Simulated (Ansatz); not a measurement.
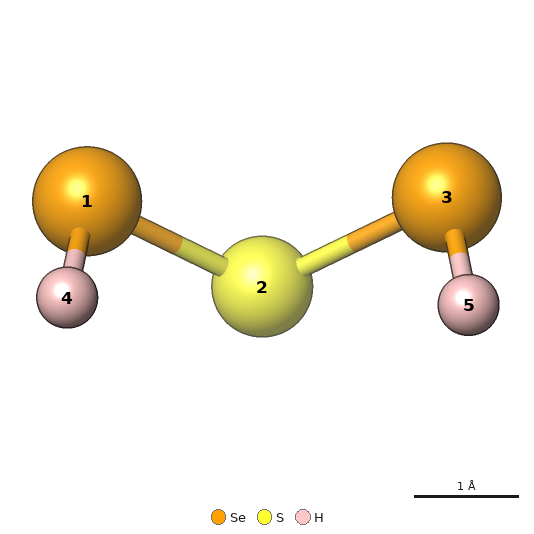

(Drawn from a calculation with Ansatz.)

Orthographic view. Distant atoms are faded towards the background colour. Geometry: atoms displaced at random (about 0.07 Å) from a stationary point of GFN2-xTB.

Write a MOL file (V2000) with the atoms in numerical order, bonds sorted by atom number with the orders drawn, and coordinates in the frame of the picture: x right, y up, z towards the viewer, origin at the mean position.

```
H2SSe2
                    3D

  5  4  0  0  0  0  0  0  0  0999 V2000
   -1.7300    0.5400   -0.2500 Se  0  0  0  0  0  2  0  0  0  0  0  0
   -0.0400   -0.2800   -1.2100 S   0  0  0  0  0  0  0  0  0  0  0  0
    1.7400    0.5800   -0.2000 Se  0  0  0  0  0  2  0  0  0  0  0  0
   -1.9200   -0.3900    0.8700 H   0  0  0  0  0  0  0  0  0  0  0  0
    1.9500   -0.4600    0.7900 H   0  0  0  0  0  0  0  0  0  0  0  0
  1  2  1  0
  1  4  1  0
  2  3  1  0
  3  5  1  0
M  END
```
